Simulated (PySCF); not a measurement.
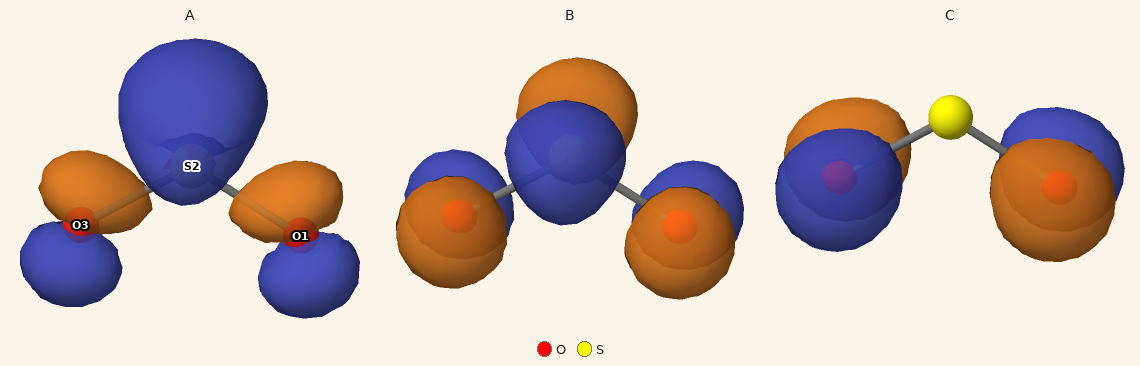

Figure. O2S, SMILES `O=S=O`. Natural orbitals of the π active space, CASSCF(4,3), triplet state at the geometry of the singlet, in order of falling occupation.

Level of theory: def2-SVP basis (PySCF), at a geometry from GFN2-xTB. No frequency check shows the geometry to be a minimum. GFN2-xTB bond lengths at metals and heavier atoms can be off by up to 0.1 Å and shapes distorted, which carries into these values.

Geometry (Å), atoms numbered from 1:

```
O1       1.2186   -0.3781    0.0000
S2       0.0000    0.3781    0.0000
O3      -1.2186   -0.3781    0.0000
```

What are the natural occupation numbers?

A 2.00, B 1.00, C 1.00.

Where does the lowest triplet lie relative to the singlet, at this geometry and within this active space?

5.02 eV above it by strongly contracted NEVPT2 (+3.55 eV by CASSCF); a small basis tends to put such gaps a few tenths of an eV too high. This is a vertical energy for π states alone; a state that uses lone pairs or σ orbitals may lie lower.
